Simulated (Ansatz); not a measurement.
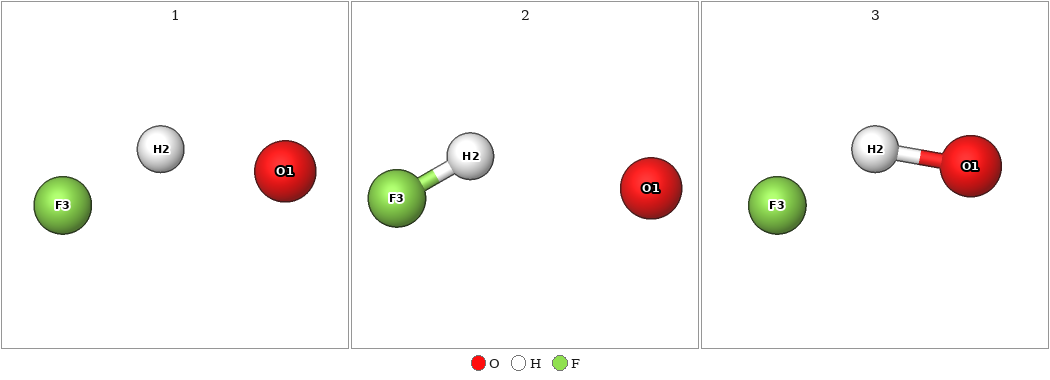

The system O + HF, spin multiplicity 3. 
- Coordinates scanned: (1) distance O1–H2; (2) distance H2–F3.
- Nothing is relaxed (the angle O1–H2–F3 is fixed at 140 degrees).
- The grid has 17 × 17 points.
- Points are written as (first, second).
- Energies: kcal/mol, counted from O far from the relaxed HF (each part in its own basis).
- In part of the range the unrestricted reference is strongly spin-contaminated.
- Method: UKS PBE0-D4/def2-SVPD (Ansatz).

The numbered pictures are structures from this grid.

Question: Which is the most stable, and how do the others follow?

Answer: 2, at (2.303 Å, 1.058 Å): 6 kcal/mol; 3, at (1.217 Å, 1.411 Å): 31 kcal/mol; 1, at (1.588 Å, 1.411 Å): 49 kcal/mol.

The map, with the structures marked:

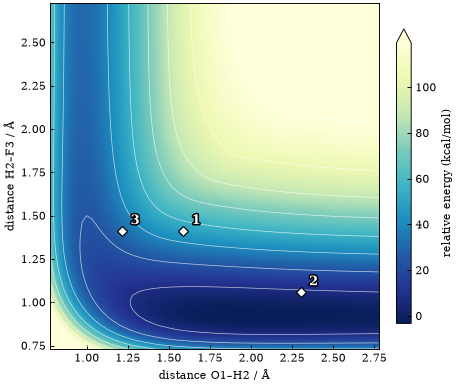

In the figure: a smooth colour map with a few white contour lines, one colour for all values above the top of the scale. Between grid points the surface is interpolated.
